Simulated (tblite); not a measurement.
**C₅H₁₅NSi₂: geometry relaxation (part 2 of 2)**

The same run, continued: C₅H₁₅NSi₂, SMILES CCC[Si@H]1CC[SiH2]N1; GFN2-xTB geometry optimisation, gas phase (tblite 0.8.0). It belongs to a series of runs on one base structure; here: constitutional isomer.

Geometry of the input (Å):
```
C  -3.6683  -0.0652  -0.3745
C  -2.3212  -0.2608  0.2664
C  -1.2451  0.6378  -0.3504
Si 0.4601  0.4939  0.3596
C  1.1923  -1.2477  0.1463
C  2.7079  -1.0444  0.0898
Si 2.9872  0.6507  -0.7027
N  1.5725  1.5668  -0.3864
H  -4.0121  0.9684  -0.2557
H  -3.6437  -0.2951  -1.4384
H  -4.4228  -0.7204  0.0886
H  -2.4045  -0.0647  1.3525
H  -2.0320  -1.3171  0.1832
H  -1.1937  0.4308  -1.4315
H  -1.5783  1.6945  -0.2553
H  0.4769  0.8513  1.8140
H  0.9053  -1.9285  0.9444
H  0.8345  -1.6696  -0.8099
H  3.2057  -1.8476  -0.4521
H  3.1287  -1.0306  1.1157
H  4.1220  1.3714  -0.0829
H  3.1259  0.5290  -2.1645
H  1.7978  2.3242  0.2645
```

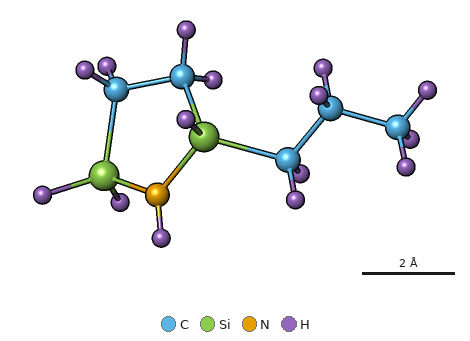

*The geometry at step 50 of the log (ball-and-stick view, seen at a tilt).*

Trajectory as extended XYZ, continued:
```
23
Properties=species:S:1:pos:R:3:forces:R:3 step=30 energy=-674.00716
C    -3.6915   -0.0607   -0.3811    0.0030   0.0000   0.0030
C    -2.3247   -0.2393    0.2684    0.0270   0.0060   0.0070
C    -1.2640    0.6766   -0.3320    0.0320   0.0070   0.0160
Si    0.4079    0.4524    0.5425    0.0290  -0.0110  -0.0210
C     1.2178   -1.2275    0.1620   -0.0060   0.0000  -0.0010
C     2.7366   -1.0404    0.0898   -0.0340   0.0090   0.0120
Si    3.0957    0.6521   -0.6929    0.0260  -0.0360  -0.0060
N     1.6617    1.4437   -0.1342    0.0320  -0.0060  -0.0070
H    -4.0350    0.9653   -0.2673   -0.0060   0.0070  -0.0010
H    -3.6455   -0.2899   -1.4436    0.0200   0.0070  -0.0070
H    -4.4223   -0.7218    0.0791   -0.0200   0.0000   0.0040
H    -2.4009   -0.0349    1.3383   -0.0420  -0.0040   0.0040
H    -2.0048   -1.2775    0.1593   -0.0100  -0.0070  -0.0070
H    -1.1700    0.4695   -1.4001   -0.0130   0.0100   0.0260
H    -1.5951    1.7127   -0.2443   -0.0060  -0.0190   0.0060
H     0.2736    0.7239    1.9867    0.0060  -0.0090  -0.0140
H     0.9620   -1.9968    0.8921   -0.0020  -0.0110  -0.0380
H     0.8638   -1.5819   -0.8087   -0.0200  -0.0250   0.0310
H     3.2023   -1.8700   -0.4458   -0.0140   0.0360   0.0340
H     3.1401   -1.0573    1.1037    0.0160   0.0050  -0.0250
H     4.3057    1.2878   -0.1660   -0.0230   0.0300   0.0050
H     3.1269    0.6034   -2.1610    0.0290   0.0050  -0.0090
H     1.5550    2.4378   -0.2242   -0.0230   0.0060  -0.0120
23
Properties=species:S:1:pos:R:3:forces:R:3 step=34 energy=-674.00909
C    -3.6891   -0.0587   -0.3822    0.0030   0.0120  -0.0130
C    -2.3232   -0.2379    0.2711   -0.0280  -0.0120   0.0100
C    -1.2606    0.6789   -0.3246   -0.0260  -0.0140   0.0120
Si    0.4125    0.4490    0.5438   -0.0150   0.0090   0.0100
C     1.2174   -1.2313    0.1630   -0.0100  -0.0070  -0.0050
C     2.7339   -1.0388    0.0913    0.0160  -0.0120  -0.0010
Si    3.0954    0.6508   -0.6923    0.0030   0.0140  -0.0110
N     1.6595    1.4431   -0.1403   -0.0070  -0.0110  -0.0030
H    -4.0327    0.9677   -0.2703   -0.0010   0.0040   0.0090
H    -3.6366   -0.2845   -1.4453    0.0030  -0.0080  -0.0050
H    -4.4246   -0.7191    0.0743    0.0210   0.0150  -0.0160
H    -2.4089   -0.0360    1.3406   -0.0050  -0.0030   0.0120
H    -2.0050   -1.2764    0.1601   -0.0010  -0.0050   0.0040
H    -1.1685    0.4749   -1.3929   -0.0030  -0.0040   0.0030
H    -1.5962    1.7129   -0.2373    0.0160   0.0060   0.0270
H     0.2891    0.7196    1.9887    0.0000  -0.0070  -0.0050
H     0.9649   -2.0087    0.8843   -0.0120   0.0040   0.0240
H     0.8612   -1.5848   -0.8063   -0.0050  -0.0100  -0.0200
H     3.2019   -1.8670   -0.4401    0.0100  -0.0180  -0.0320
H     3.1449   -1.0572    1.1012   -0.0160   0.0250   0.0310
H     4.2956    1.2930   -0.1545    0.0070   0.0300   0.0030
H     3.1308    0.6045   -2.1596    0.0380  -0.0010  -0.0210
H     1.5334    2.4330   -0.2523    0.0120  -0.0090  -0.0130
23
Properties=species:S:1:pos:R:3:forces:R:3 step=37 energy=-674.01036
C    -3.6869   -0.0550   -0.3856    0.0010  -0.0040   0.0050
C    -2.3255   -0.2388    0.2752   -0.0060   0.0090  -0.0070
C    -1.2617    0.6786   -0.3170   -0.0030  -0.0010   0.0070
Si    0.4134    0.4464    0.5460   -0.0010  -0.0210  -0.0390
C     1.2153   -1.2353    0.1626    0.0370  -0.0110  -0.0050
C     2.7335   -1.0403    0.0928    0.0160   0.0230  -0.0310
Si    3.0959    0.6510   -0.6937   -0.0090   0.0130  -0.0030
N     1.6553    1.4405   -0.1476   -0.0020  -0.0310  -0.0150
H    -4.0310    0.9712   -0.2708    0.0120  -0.0040  -0.0130
H    -3.6288   -0.2819   -1.4484   -0.0040   0.0130   0.0070
H    -4.4237   -0.7147    0.0678   -0.0120  -0.0070  -0.0130
H    -2.4161   -0.0373    1.3450    0.0030  -0.0160  -0.0090
H    -2.0058   -1.2772    0.1615   -0.0190   0.0130   0.0190
H    -1.1689    0.4783   -1.3864   -0.0110  -0.0040   0.0150
H    -1.5940    1.7136   -0.2267    0.0070  -0.0020   0.0270
H     0.3031    0.7161    1.9891   -0.0120   0.0030   0.0430
H     0.9649   -2.0154    0.8823   -0.0120   0.0240   0.0230
H     0.8590   -1.5894   -0.8073    0.0130   0.0090  -0.0020
H     3.2037   -1.8670   -0.4415   -0.0010   0.0010   0.0160
H     3.1450   -1.0523    1.1043   -0.0400  -0.0050  -0.0230
H     4.2876    1.3038   -0.1439   -0.0160   0.0030  -0.0210
H     3.1411    0.6046   -2.1633    0.0370   0.0000   0.0300
H     1.5200    2.4274   -0.2738    0.0210  -0.0050  -0.0120
23
Properties=species:S:1:pos:R:3:forces:R:3 step=40 energy=-674.01206
C    -3.6845   -0.0506   -0.3895   -0.0210  -0.0140   0.0100
C    -2.3302   -0.2393    0.2804    0.0230   0.0070   0.0050
C    -1.2640    0.6771   -0.3055    0.0310   0.0180   0.0000
Si    0.4146    0.4400    0.5442    0.0170  -0.0160   0.0550
C     1.2171   -1.2413    0.1607   -0.0100   0.0230  -0.0100
C     2.7347   -1.0389    0.0901   -0.0300  -0.0110  -0.0030
Si    3.0966    0.6530   -0.6968    0.0060  -0.0190   0.0180
N     1.6489    1.4338   -0.1620   -0.0190  -0.0110  -0.0210
H    -4.0270    0.9755   -0.2735    0.0050   0.0080  -0.0210
H    -3.6194   -0.2766   -1.4517   -0.0040   0.0210  -0.0080
H    -4.4240   -0.7101    0.0571   -0.0490  -0.0250  -0.0010
H    -2.4262   -0.0419    1.3499    0.0010   0.0000   0.0060
H    -2.0109   -1.2772    0.1667   -0.0150  -0.0110   0.0090
H    -1.1719    0.4816   -1.3754   -0.0240   0.0080  -0.0050
H    -1.5883    1.7136   -0.2068   -0.0150  -0.0020   0.0120
H     0.3187    0.7117    1.9922   -0.0120  -0.0090  -0.0220
H     0.9618   -2.0184    0.8839    0.0390   0.0380  -0.0110
H     0.8582   -1.5958   -0.8085    0.0280   0.0020   0.0060
H     3.2066   -1.8663   -0.4413    0.0180   0.0040   0.0280
H     3.1378   -1.0459    1.1047   -0.0020  -0.0150  -0.0340
H     4.2740    1.3205   -0.1344    0.0000  -0.0060  -0.0190
H     3.1636    0.6045   -2.1643    0.0260   0.0000   0.0130
H     1.5093    2.4182   -0.2997    0.0060   0.0110  -0.0070
23
Properties=species:S:1:pos:R:3:forces:R:3 step=44 energy=-674.01357
C    -3.6849   -0.0486   -0.3916    0.0010   0.0010   0.0000
C    -2.3325   -0.2391    0.2854   -0.0200  -0.0110   0.0040
C    -1.2630    0.6780   -0.2949   -0.0280  -0.0110   0.0050
Si    0.4171    0.4345    0.5496   -0.0120   0.0250  -0.0350
C     1.2176   -1.2433    0.1579    0.0110   0.0040  -0.0010
C     2.7334   -1.0395    0.0874    0.0220   0.0060   0.0070
Si    3.0970    0.6524   -0.6962    0.0030   0.0030  -0.0050
N     1.6413    1.4280   -0.1751    0.0020   0.0010  -0.0240
H    -4.0235    0.9795   -0.2789   -0.0100  -0.0070   0.0030
H    -3.6125   -0.2689   -1.4550   -0.0030   0.0000   0.0060
H    -4.4309   -0.7087    0.0468   -0.0030   0.0140  -0.0110
H    -2.4338   -0.0451    1.3551    0.0010   0.0100   0.0030
H    -2.0166   -1.2782    0.1723    0.0010  -0.0040   0.0000
H    -1.1770    0.4872   -1.3664   -0.0030   0.0210   0.0050
H    -1.5866    1.7142   -0.1884   -0.0060  -0.0050   0.0050
H     0.3284    0.7051    1.9955   -0.0070  -0.0030   0.0180
H     0.9672   -2.0177    0.8837    0.0160  -0.0080  -0.0010
H     0.8613   -1.5994   -0.8105   -0.0030  -0.0010  -0.0070
H     3.2119   -1.8668   -0.4374    0.0020  -0.0050   0.0020
H     3.1333   -1.0432    1.1019    0.0200  -0.0120   0.0170
H     4.2649    1.3316   -0.1295    0.0120  -0.0110   0.0010
H     3.1860    0.6050   -2.1621    0.0090  -0.0040   0.0010
H     1.4972    2.4098   -0.3289   -0.0040  -0.0040   0.0080
23
Properties=species:S:1:pos:R:3:forces:R:3 step=47 energy=-674.01421
C    -3.6857   -0.0473   -0.3929   -0.0050   0.0040  -0.0030
C    -2.3368   -0.2410    0.2893    0.0040   0.0100  -0.0050
C    -1.2667    0.6771   -0.2882    0.0010   0.0120  -0.0030
Si    0.4168    0.4353    0.5495    0.0060  -0.0360  -0.0210
C     1.2188   -1.2430    0.1561    0.0330  -0.0130   0.0060
C     2.7357   -1.0394    0.0879    0.0170   0.0080   0.0060
Si    3.0986    0.6525   -0.6967    0.0110   0.0020   0.0000
N     1.6366    1.4249   -0.1874    0.0010  -0.0140  -0.0110
H    -4.0234    0.9810   -0.2815   -0.0090   0.0060   0.0140
H    -3.6088   -0.2645   -1.4563    0.0020  -0.0110  -0.0050
H    -4.4359   -0.7059    0.0393   -0.0090   0.0010   0.0000
H    -2.4384   -0.0448    1.3588   -0.0110  -0.0080  -0.0050
H    -2.0197   -1.2799    0.1753   -0.0090   0.0060   0.0080
H    -1.1808    0.4941   -1.3609   -0.0100   0.0040   0.0020
H    -1.5867    1.7137   -0.1769   -0.0260   0.0000   0.0100
H     0.3330    0.7006    1.9983   -0.0020   0.0020  -0.0110
H     0.9732   -2.0185    0.8826   -0.0070  -0.0020  -0.0030
H     0.8631   -1.6019   -0.8123    0.0060   0.0160   0.0150
H     3.2159   -1.8675   -0.4350   -0.0100   0.0090  -0.0010
H     3.1349   -1.0442    1.1033    0.0060  -0.0010   0.0030
H     4.2623    1.3360   -0.1258    0.0080  -0.0110   0.0060
H     3.1999    0.6045   -2.1616    0.0010  -0.0050  -0.0010
H     1.4892    2.4052   -0.3442    0.0020   0.0220   0.0010
23
Properties=species:S:1:pos:R:3:forces:R:3 step=50 energy=-674.01488
C    -3.6880   -0.0458   -0.3943   -0.0080  -0.0010   0.0010
C    -2.3412   -0.2421    0.2921   -0.0010   0.0090  -0.0040
C    -1.2711    0.6772   -0.2832    0.0130   0.0110  -0.0030
Si    0.4173    0.4324    0.5439    0.0080   0.0010   0.0370
C     1.2247   -1.2435    0.1553   -0.0170  -0.0010   0.0120
C     2.7408   -1.0379    0.0892   -0.0070  -0.0110   0.0030
Si    3.1023    0.6525   -0.6979    0.0020   0.0070   0.0030
N     1.6333    1.4213   -0.2019   -0.0070  -0.0130   0.0030
H    -4.0255    0.9825   -0.2811    0.0000   0.0010   0.0000
H    -3.6064   -0.2628   -1.4576   -0.0040   0.0020   0.0020
H    -4.4423   -0.7031    0.0328    0.0000  -0.0090   0.0080
H    -2.4443   -0.0458    1.3613   -0.0150  -0.0070  -0.0020
H    -2.0246   -1.2812    0.1794   -0.0090   0.0060   0.0000
H    -1.1876    0.5012   -1.3568   -0.0170  -0.0040  -0.0140
H    -1.5920    1.7127   -0.1654   -0.0150   0.0090   0.0110
H     0.3355    0.6980    1.9956    0.0050  -0.0010  -0.0490
H     0.9779   -2.0178    0.8820   -0.0040  -0.0120   0.0090
H     0.8661   -1.6028   -0.8115    0.0280   0.0040  -0.0050
H     3.2184   -1.8673   -0.4327    0.0170  -0.0010  -0.0150
H     3.1379   -1.0450    1.1054    0.0110   0.0110   0.0010
H     4.2618    1.3385   -0.1230    0.0150  -0.0030   0.0150
H     3.2145    0.6020   -2.1616   -0.0050  -0.0060  -0.0070
H     1.4880    2.4037   -0.3493    0.0060   0.0080  -0.0050
23
Properties=species:S:1:pos:R:3:forces:R:3 step=54 energy=-674.01545
C    -3.6903   -0.0447   -0.3951    0.0000   0.0000   0.0020
C    -2.3444   -0.2414    0.2934   -0.0040  -0.0030   0.0030
C    -1.2736    0.6791   -0.2801   -0.0150  -0.0030   0.0010
Si    0.4177    0.4304    0.5419   -0.0090  -0.0010  -0.0310
C     1.2278   -1.2450    0.1570    0.0080  -0.0060  -0.0040
C     2.7443   -1.0382    0.0910    0.0010   0.0050  -0.0020
Si    3.1041    0.6533   -0.6974    0.0040  -0.0110   0.0040
N     1.6288    1.4180   -0.2135    0.0130   0.0090   0.0050
H    -4.0270    0.9838   -0.2809   -0.0050  -0.0010  -0.0050
H    -3.6053   -0.2607   -1.4583   -0.0110   0.0050   0.0000
H    -4.4462   -0.7023    0.0291    0.0090  -0.0050   0.0070
H    -2.4506   -0.0470    1.3626   -0.0070   0.0030   0.0010
H    -2.0290   -1.2807    0.1819    0.0010   0.0000  -0.0100
H    -1.1948    0.5068   -1.3553   -0.0090   0.0050   0.0070
H    -1.5978    1.7133   -0.1557    0.0130   0.0000  -0.0010
H     0.3414    0.6974    1.9892   -0.0010   0.0130   0.0240
H     0.9809   -2.0209    0.8824   -0.0040  -0.0010  -0.0020
H     0.8740   -1.6021   -0.8121    0.0110  -0.0080  -0.0030
H     3.2231   -1.8662   -0.4335    0.0030   0.0110   0.0050
H     3.1432   -1.0447    1.1068    0.0040   0.0050  -0.0100
H     4.2626    1.3380   -0.1157   -0.0050  -0.0060   0.0020
H     3.2210    0.5989   -2.1614   -0.0010   0.0000   0.0110
H     1.4853    2.4020   -0.3557    0.0060  -0.0120  -0.0060
23
Properties=species:S:1:pos:R:3:forces:R:3 step=57 energy=-674.01571
C    -3.6919   -0.0441   -0.3954   -0.0080   0.0020  -0.0040
C    -2.3475   -0.2414    0.2950   -0.0010  -0.0010   0.0000
C    -1.2769    0.6795   -0.2774    0.0040   0.0010   0.0020
Si    0.4172    0.4296    0.5382    0.0060  -0.0150   0.0100
C     1.2297   -1.2465    0.1572    0.0100   0.0020  -0.0120
C     2.7459   -1.0379    0.0914    0.0080   0.0020   0.0040
Si    3.1065    0.6524   -0.6968   -0.0020   0.0020   0.0010
N     1.6285    1.4157   -0.2192   -0.0010   0.0120   0.0090
H    -4.0285    0.9844   -0.2820   -0.0100   0.0030   0.0060
H    -3.6061   -0.2581   -1.4587   -0.0070  -0.0050  -0.0060
H    -4.4473   -0.7026    0.0278   -0.0020  -0.0020   0.0050
H    -2.4566   -0.0477    1.3640    0.0030   0.0000   0.0020
H    -2.0322   -1.2806    0.1820    0.0030  -0.0020  -0.0030
H    -1.2012    0.5108   -1.3531   -0.0080   0.0040  -0.0020
H    -1.5985    1.7138   -0.1485    0.0050   0.0050  -0.0020
H     0.3434    0.6979    1.9876    0.0010   0.0080  -0.0080
H     0.9818   -2.0225    0.8827    0.0020   0.0110  -0.0130
H     0.8803   -1.6041   -0.8133   -0.0050  -0.0130   0.0010
H     3.2271   -1.8642   -0.4331   -0.0030  -0.0010   0.0040
H     3.1463   -1.0428    1.1062    0.0010  -0.0010   0.0080
H     4.2625    1.3383   -0.1121   -0.0030  -0.0040   0.0030
H     3.2276    0.5974   -2.1599    0.0010   0.0010   0.0010
H     1.4852    2.3996   -0.3619    0.0050  -0.0110  -0.0070
23
Properties=species:S:1:pos:R:3:forces:R:3 step=60 energy=-674.01588
C    -3.6941   -0.0439   -0.3955    0.0000  -0.0010   0.0030
C    -2.3493   -0.2411    0.2952    0.0000   0.0050  -0.0060
C    -1.2784    0.6803   -0.2766    0.0060   0.0000  -0.0010
Si    0.4174    0.4279    0.5371    0.0010   0.0120   0.0030
C     1.2323   -1.2469    0.1558   -0.0070   0.0050  -0.0010
C     2.7483   -1.0376    0.0923    0.0020  -0.0010  -0.0010
Si    3.1079    0.6523   -0.6959   -0.0030   0.0080  -0.0010
N     1.6300    1.4156   -0.2178   -0.0010  -0.0050   0.0060
H    -4.0317    0.9845   -0.2815   -0.0060  -0.0070   0.0050
H    -3.6090   -0.2578   -1.4593   -0.0060  -0.0030   0.0070
H    -4.4480   -0.7036    0.0289   -0.0040   0.0030  -0.0020
H    -2.4590   -0.0478    1.3644    0.0050  -0.0050  -0.0070
H    -2.0332   -1.2803    0.1809   -0.0030   0.0080   0.0020
H    -1.2061    0.5135   -1.3528    0.0020   0.0010  -0.0020
H    -1.5988    1.7150   -0.1463    0.0060  -0.0020   0.0050
H     0.3420    0.6995    1.9865    0.0040   0.0000  -0.0170
H     0.9831   -2.0223    0.8810    0.0040  -0.0010   0.0000
H     0.8835   -1.6063   -0.8142    0.0000  -0.0050  -0.0040
H     3.2289   -1.8637   -0.4324    0.0080  -0.0070   0.0020
H     3.1491   -1.0420    1.1070   -0.0070  -0.0050   0.0080
H     4.2645    1.3362   -0.1109    0.0010   0.0020   0.0050
H     3.2298    0.5970   -2.1588    0.0000   0.0010  -0.0030
H     1.4863    2.3983   -0.3661   -0.0040  -0.0040  -0.0020
23
Properties=species:S:1:pos:R:3:forces:R:3 step=64 energy=-674.01601
C    -3.6953   -0.0432   -0.3956   -0.0050   0.0000   0.0020
C    -2.3507   -0.2401    0.2951    0.0000  -0.0030   0.0020
C    -1.2787    0.6810   -0.2748   -0.0050   0.0020  -0.0050
Si    0.4177    0.4268    0.5361    0.0010  -0.0100  -0.0090
C     1.2336   -1.2476    0.1544    0.0030  -0.0070  -0.0010
C     2.7500   -1.0376    0.0930   -0.0040  -0.0020   0.0000
Si    3.1083    0.6530   -0.6952    0.0090  -0.0090   0.0020
N     1.6291    1.4142   -0.2196    0.0060   0.0050  -0.0050
H    -4.0344    0.9843   -0.2807   -0.0030   0.0030   0.0020
H    -3.6105   -0.2570   -1.4592   -0.0020   0.0000   0.0000
H    -4.4494   -0.7032    0.0278   -0.0020  -0.0040   0.0050
H    -2.4607   -0.0488    1.3644    0.0030   0.0040   0.0040
H    -2.0348   -1.2789    0.1808    0.0020  -0.0050  -0.0050
H    -1.2087    0.5168   -1.3514    0.0070   0.0030  -0.0060
H    -1.5966    1.7158   -0.1410    0.0000   0.0040   0.0010
H     0.3459    0.7003    1.9840    0.0000   0.0000   0.0040
H     0.9849   -2.0231    0.8796    0.0010  -0.0010   0.0030
H     0.8864   -1.6090   -0.8157    0.0000   0.0050   0.0000
H     3.2323   -1.8636   -0.4311    0.0000   0.0020   0.0060
H     3.1490   -1.0424    1.1087   -0.0080   0.0000  -0.0030
H     4.2631    1.3367   -0.1061    0.0000   0.0040   0.0010
H     3.2326    0.5970   -2.1580    0.0010   0.0030   0.0010
H     1.4822    2.3953   -0.3749   -0.0050   0.0050   0.0000
23
Properties=species:S:1:pos:R:3:forces:R:3 step=67 energy=-674.01608
C    -3.6972   -0.0433   -0.3946   -0.0030   0.0000   0.0010
C    -2.3515   -0.2398    0.2946   -0.0010  -0.0020  -0.0010
C    -1.2795    0.6815   -0.2757    0.0020  -0.0010   0.0000
Si    0.4179    0.4261    0.5331    0.0040  -0.0010   0.0080
C     1.2345   -1.2483    0.1534   -0.0010  -0.0020  -0.0010
C     2.7507   -1.0379    0.0933    0.0010  -0.0010   0.0020
Si    3.1103    0.6524   -0.6947   -0.0010   0.0030   0.0010
N     1.6310    1.4143   -0.2195   -0.0040  -0.0030  -0.0050
H    -4.0375    0.9839   -0.2792    0.0020   0.0020   0.0010
H    -3.6134   -0.2573   -1.4583   -0.0010   0.0040   0.0000
H    -4.4509   -0.7038    0.0290    0.0020  -0.0040   0.0070
H    -2.4605   -0.0489    1.3642    0.0040   0.0040   0.0010
H    -2.0358   -1.2786    0.1797    0.0010  -0.0030  -0.0050
H    -1.2097    0.5189   -1.3526   -0.0010   0.0050  -0.0040
H    -1.5958    1.7165   -0.1390   -0.0040   0.0000  -0.0050
H     0.3456    0.7013    1.9814    0.0000  -0.0040  -0.0040
H     0.9861   -2.0228    0.8797   -0.0040  -0.0030   0.0000
H     0.8880   -1.6101   -0.8166   -0.0010  -0.0010  -0.0030
H     3.2344   -1.8639   -0.4291   -0.0010  -0.0020   0.0000
H     3.1475   -1.0427    1.1096   -0.0020   0.0050   0.0050
H     4.2641    1.3371   -0.1050    0.0020   0.0020   0.0000
H     3.2344    0.5974   -2.1577    0.0030   0.0010   0.0030
H     1.4823    2.3950   -0.3755    0.0020   0.0020  -0.0020
```

Results in brief:

- outcome: converged
- total energy: −674.0161 eV
- hardware: 1 CPU thread, shared host
- wall time: 0.57 s
- peak memory: 0.17 GiB
